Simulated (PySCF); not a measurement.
**Geometry relaxation, with input and output: Ge₂H₃F₂**

System: Ge₂H₃F₂, multiplicity 2.
Method: PBE0-D3(BJ)/def2-SVP geometry optimisation, gas phase (PySCF 2.14.0).

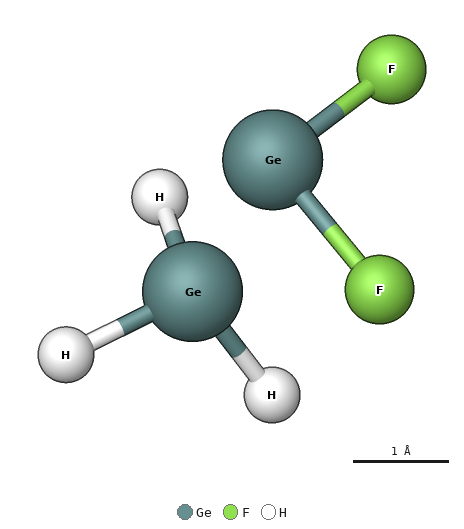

The structure as given in the input (ball-and-stick view, seen at a tilt). Sticks mark near contacts. Bond lengths as drawn: F–Ge 1.81 to 1.86 Å and Ge–H 1.52 to 1.54 Å.

Results in brief

```json
{"quantity": "outcome", "value": "converged"}
{"quantity": "total energy", "value": "−4354.145110 hartree"}
{"quantity": "⟨S²⟩", "value": "0.754"}
{"quantity": "dipole moment", "value": "3.06 D"}
{"quantity": "point group", "value": "C1"}
{"quantity": "hardware", "value": "1 CPU thread, shared host"}
{"quantity": "wall time", "value": "4.7 min"}
{"quantity": "peak memory", "value": "0.53 GiB"}
```

The input
```
{"job": {"xc": "PBE0", "basis": "def2-SVP", "d3": "d3bj", "grid": 2, "kind": "geom", "shake": 0.01}, "charge": 0, "multiplicity": 2}
Ge     0.421346     1.570043     0.788336
Ge    -0.044851    -0.626323    -0.792985
F     -1.302078     1.580148     1.486150
F      1.192227     0.618953     2.123520
H     -1.112814    -1.653096    -0.463724
H     -0.386466    -0.112991    -2.195362
H      1.263255    -1.410738    -0.968784
```

The first line tells a small driver script what to run in PySCF; the rest is the geometry in Å.

Command:
```bash
OMP_NUM_THREADS=1 python <driver script> task.json out
```

Log
```
step   0  E = -4354.12521583  max force = 0.038271
step   1  E = -4354.13861088  max force = 0.018059
step   2  E = -4354.14364742  max force = 0.009775
step   3  E = -4354.14450395  max force = 0.005448
step   4  E = -4354.14484685  max force = 0.000835
step   5  E = -4354.14487738  max force = 0.000384
step   6  E = -4354.14490020  max force = 0.000486
step   7  E = -4354.14491874  max force = 0.000611
step   8  E = -4354.14494892  max force = 0.000750
step   9  E = -4354.14498777  max force = 0.000554
step  10  E = -4354.14504149  max force = 0.000315
step  11  E = -4354.14507144  max force = 0.000630
step  12  E = -4354.14508552  max force = 0.000534
step  13  E = -4354.14510161  max force = 0.000586
step  14  E = -4354.14511030  max force = 0.000181
optimisation converged
```

Trajectory as extended XYZ (Å, eV, eV/Å), 15 frames, from step=0 to step=14
```
7
Properties=species:S:1:pos:R:3:forces:R:3 step=0 energy=-118481.78203
Ge    0.4214    1.5700    0.7883   -1.7683  -1.7731   1.6350
Ge   -0.0449   -0.6263   -0.7930    0.4276   0.1678  -0.4988
F    -1.3021    1.5801    1.4862    1.9680   0.1885  -0.8448
F     1.1922    0.6190    2.1235   -0.4442   0.8659  -1.0147
H    -1.1128   -1.6531   -0.4637   -0.3753   0.0336   0.5636
H    -0.3865   -0.1130   -2.1954   -0.0813   0.3720  -0.0955
H     1.2633   -1.4107   -0.9688    0.2735   0.1452   0.2553
7
Properties=species:S:1:pos:R:3:forces:R:3 step=1 energy=-118482.14653
Ge    0.3588    1.4430    0.7575   -0.5427  -0.9287   0.1765
Ge   -0.0532   -0.6838   -0.8405    0.2773   0.4311  -0.1101
F    -1.1875    1.6902    1.5577    0.1365   0.1482  -0.3292
F     1.1524    0.7075    2.1356    0.2246   0.0862  -0.1616
H    -1.1399   -1.6857   -0.4437   -0.1246   0.0796   0.2905
H    -0.3972   -0.0982   -2.2193   -0.0534   0.1225  -0.0059
H     1.2972   -1.4070   -0.9701    0.0824   0.0610   0.1398
7
Properties=species:S:1:pos:R:3:forces:R:3 step=2 energy=-118482.28358
Ge    0.3371    1.3529    0.7141   -0.1650  -0.5027   0.0558
Ge   -0.0416   -0.6485   -0.8267    0.1450   0.2247  -0.1262
F    -1.2134    1.6385    1.4665   -0.0627   0.1300  -0.0711
F     1.1766    0.6379    2.0726    0.1187   0.0700  -0.0289
H    -1.1413   -1.6064   -0.3398    0.0133   0.1052   0.1067
H    -0.4075   -0.0478   -2.1981   -0.0094  -0.0528   0.0482
H     1.3207   -1.3606   -0.9114   -0.0399   0.0255   0.0155
7
Properties=species:S:1:pos:R:3:forces:R:3 step=3 energy=-118482.30688
Ge    0.3188    1.2752    0.6928    0.0031   0.1971   0.2801
Ge   -0.0263   -0.6202   -0.8272    0.0145  -0.1458  -0.1904
F    -1.2397    1.6189    1.4088    0.0313   0.0233  -0.0220
F     1.1939    0.5974    2.0481   -0.0104   0.0337  -0.0060
H    -1.1248   -1.5251   -0.2552   -0.0188  -0.0231   0.0046
H    -0.4197   -0.0426   -2.1941   -0.0132  -0.0489  -0.0166
H     1.3285   -1.3374   -0.8961   -0.0065  -0.0363  -0.0498
7
Properties=species:S:1:pos:R:3:forces:R:3 step=4 energy=-118482.31621
Ge    0.3220    1.2942    0.7160   -0.0009  -0.0429   0.0256
Ge   -0.0253   -0.6320   -0.8395    0.0341   0.0398  -0.0075
F    -1.2365    1.6418    1.4266   -0.0009   0.0141  -0.0071
F     1.1912    0.6180    2.0749   -0.0109   0.0191  -0.0003
H    -1.1234   -1.5425   -0.2713   -0.0033  -0.0013   0.0123
H    -0.4241   -0.0584   -2.2070   -0.0111  -0.0167  -0.0008
H     1.3267   -1.3551   -0.9225   -0.0071  -0.0120  -0.0221
7
Properties=species:S:1:pos:R:3:forces:R:3 step=5 energy=-118482.31705
Ge    0.3234    1.2907    0.7201    0.0166  -0.0144  -0.0067
Ge   -0.0212   -0.6317   -0.8415    0.0120   0.0197   0.0115
F    -1.2366    1.6486    1.4215   -0.0060   0.0021  -0.0036
F     1.1867    0.6200    2.0847   -0.0112   0.0046   0.0077
H    -1.1177   -1.5393   -0.2637    0.0039  -0.0043   0.0041
H    -0.4311   -0.0624   -2.2072   -0.0099  -0.0034   0.0005
H     1.3272   -1.3600   -0.9368   -0.0055  -0.0043  -0.0135
7
Properties=species:S:1:pos:R:3:forces:R:3 step=6 energy=-118482.31767
Ge    0.3293    1.2870    0.7237    0.0250   0.0101  -0.0156
Ge   -0.0160   -0.6313   -0.8415   -0.0160  -0.0051   0.0113
F    -1.2347    1.6582    1.4093   -0.0048  -0.0066  -0.0062
F     1.1767    0.6200    2.0995   -0.0076  -0.0060   0.0087
H    -1.1072   -1.5387   -0.2520    0.0090  -0.0058   0.0007
H    -0.4450   -0.0640   -2.2023   -0.0072   0.0086   0.0035
H     1.3275   -1.3651   -0.9595    0.0016   0.0047  -0.0024
7
Properties=species:S:1:pos:R:3:forces:R:3 step=7 energy=-118482.31817
Ge    0.3393    1.2835    0.7261    0.0283   0.0194  -0.0127
Ge   -0.0125   -0.6312   -0.8404   -0.0314  -0.0220   0.0032
F    -1.2298    1.6685    1.3923   -0.0060  -0.0076  -0.0060
F     1.1648    0.6159    2.1146   -0.0034  -0.0102   0.0061
H    -1.0943   -1.5421   -0.2382    0.0108  -0.0051   0.0001
H    -0.4643   -0.0619   -2.1930   -0.0046   0.0135   0.0052
H     1.3274   -1.3667   -0.9842    0.0063   0.0120   0.0041
7
Properties=species:S:1:pos:R:3:forces:R:3 step=8 energy=-118482.31899
Ge    0.3605    1.2769    0.7299    0.0201   0.0207  -0.0026
Ge   -0.0098   -0.6315   -0.8381   -0.0386  -0.0333  -0.0078
F    -1.2172    1.6874    1.3604   -0.0020  -0.0051  -0.0044
F     1.1437    0.6028    2.1396    0.0000  -0.0118   0.0012
H    -1.0696   -1.5532   -0.2137    0.0099  -0.0028   0.0000
H    -0.5037   -0.0538   -2.1727   -0.0012   0.0138   0.0060
H     1.3267   -1.3625   -1.0282    0.0118   0.0185   0.0076
7
Properties=species:S:1:pos:R:3:forces:R:3 step=9 energy=-118482.32005
Ge    0.3879    1.2670    0.7357    0.0057   0.0111   0.0047
Ge   -0.0098   -0.6319   -0.8365   -0.0253  -0.0285  -0.0098
F    -1.1980    1.7114    1.3225    0.0017   0.0022  -0.0007
F     1.1167    0.5796    2.1680   -0.0022  -0.0104  -0.0039
H    -1.0370   -1.5721   -0.1862    0.0064  -0.0010  -0.0003
H    -0.5552   -0.0402   -2.1446    0.0010   0.0080   0.0045
H     1.3260   -1.3477   -1.0818    0.0129   0.0187   0.0055
7
Properties=species:S:1:pos:R:3:forces:R:3 step=10 energy=-118482.32151
Ge    0.4240    1.2501    0.7467   -0.0162   0.0011   0.0046
Ge   -0.0100   -0.6326   -0.8356    0.0023  -0.0140  -0.0019
F    -1.1682    1.7488    1.2706    0.0055   0.0146   0.0008
F     1.0706    0.5405    2.2072   -0.0034  -0.0099  -0.0065
H    -0.9851   -1.6042   -0.1531    0.0015  -0.0016  -0.0009
H    -0.6274   -0.0207   -2.1015    0.0020  -0.0020   0.0015
H     1.3268   -1.3158   -1.1571    0.0084   0.0119   0.0025
7
Properties=species:S:1:pos:R:3:forces:R:3 step=11 energy=-118482.32233
Ge    0.4542    1.2323    0.7585   -0.0324  -0.0021  -0.0013
Ge   -0.0083   -0.6344   -0.8342    0.0217  -0.0006   0.0059
F    -1.1373    1.7933    1.2187    0.0069   0.0250   0.0035
F     1.0149    0.5009    2.2433    0.0054  -0.0105  -0.0008
H    -0.9282   -1.6404   -0.1260   -0.0031  -0.0032  -0.0031
H    -0.6939   -0.0077   -2.0565    0.0002  -0.0105  -0.0044
H     1.3293   -1.2779   -1.2268    0.0012   0.0020   0.0003
7
Properties=species:S:1:pos:R:3:forces:R:3 step=12 energy=-118482.32271
Ge    0.4478    1.2341    0.7581   -0.0275  -0.0057  -0.0022
Ge   -0.0080   -0.6355   -0.8343    0.0192   0.0078   0.0086
F    -1.1402    1.8003    1.2237    0.0107   0.0181   0.0038
F     1.0129    0.4978    2.2391   -0.0008  -0.0056  -0.0016
H    -0.9287   -1.6437   -0.1301   -0.0014  -0.0031  -0.0033
H    -0.6881   -0.0135   -2.0621   -0.0004  -0.0104  -0.0049
H     1.3350   -1.2735   -1.2173    0.0002  -0.0011  -0.0004
7
Properties=species:S:1:pos:R:3:forces:R:3 step=13 energy=-118482.32315
Ge    0.4399    1.2298    0.7635    0.0045  -0.0154  -0.0100
Ge   -0.0044   -0.6406   -0.8330    0.0094   0.0301   0.0073
F    -1.1274    1.8619    1.2111    0.0024  -0.0038   0.0078
F     0.9626    0.4639    2.2459   -0.0103   0.0113   0.0015
H    -0.8917   -1.6792   -0.1304   -0.0007  -0.0021  -0.0014
H    -0.7054   -0.0353   -2.0576   -0.0005  -0.0088  -0.0039
H     1.3570   -1.2345   -1.2224   -0.0048  -0.0114  -0.0013
7
Properties=species:S:1:pos:R:3:forces:R:3 step=14 energy=-118482.32338
Ge    0.4309    1.2364    0.7583    0.0082  -0.0043  -0.0064
Ge   -0.0045   -0.6386   -0.8337    0.0013   0.0093   0.0014
F    -1.1403    1.8403    1.2296   -0.0017   0.0019   0.0007
F     0.9856    0.4825    2.2348   -0.0075   0.0010   0.0014
H    -0.9149   -1.6623   -0.1383   -0.0003  -0.0015   0.0004
H    -0.6804   -0.0386   -2.0751    0.0010  -0.0030   0.0008
H     1.3543   -1.2537   -1.1984   -0.0010  -0.0034   0.0017
```

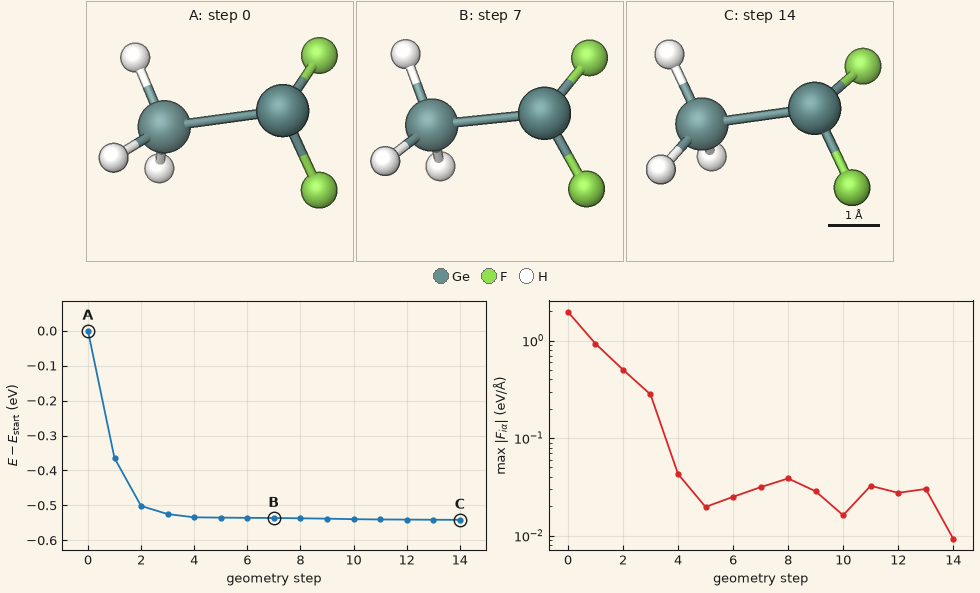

Frames of the relaxation (ball-and-stick view, seen at a tilt) above the curves, on which the letters mark them (steps are counted from 0).

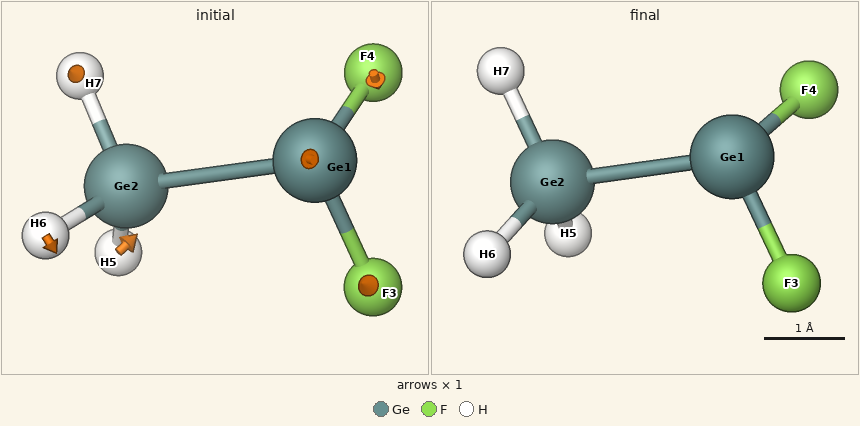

Before (left) and after (right) the relaxation, at one scale (ball-and-stick view, seen at a tilt). The orange arrows give the displacements, at true length. F3 moves most after the best rigid fit: 0.40 Å. Largest moves by element: F 0.40 Å, H 0.35 Å, Ge 0.34 Å. Distances before and after: Ge1–Ge2 2.746 → 2.498 Å, Ge1–F3 1.859 → 1.748 Å, Ge1–F4 1.812 → 1.748 Å, Ge2–H5 1.518 → 1.536 Å. Among the angles that change: Ge1–Ge2–H5 122.4° → 108.4°, Ge2–Ge1–F3 93.6° → 105.9°, H6–Ge2–H7 104.9° → 110.7°. The energy falls by 0.541 eV in 14 geometry steps. Largest force component: 2 eV/Å at the start, 0.0093 eV/Å at the end. (Atoms are counted from 1 in the order of the input.)
